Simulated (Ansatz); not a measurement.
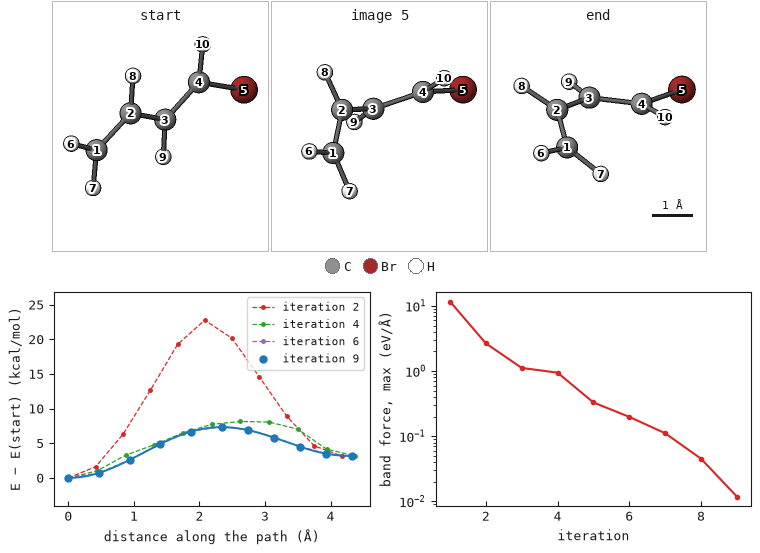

NEB run on C$_{4}$H$_{5}$Br. Images are numbered from 0 (start) to 10 (end). The plot follows the band through its iterations. Style: ball-and-stick. Shown from a free direction.

Computed with RKS PBE0-D4/def2-SVP in Ansatz 0.2.0. Settings: 9 movable images; climbing image; force threshold 0.03 eV/Å; iteration limit 45; starting path by straight interpolation.

> How did the profile develop, and is the result final?

The run is converged, with reservations. The band converged in 9 iterations. The largest component of the band force went from 12 to 0.012 eV/Å. The climbing image converged on the top of the path. Its curvatures weren't checked. The straight starting path can push atoms close together and costs iterations. The first iteration put the highest image at 169.6 kcal/mol. The highest point, image 5, lies 7.3 kcal/mol above the start and 4.2 kcal/mol above the end; the end is at +3.2 kcal/mol relative to the start.

Cost: 3.9 min on 2 threads of Arm Neoverse V2, on a shared host, peak memory 0.27 GiB.
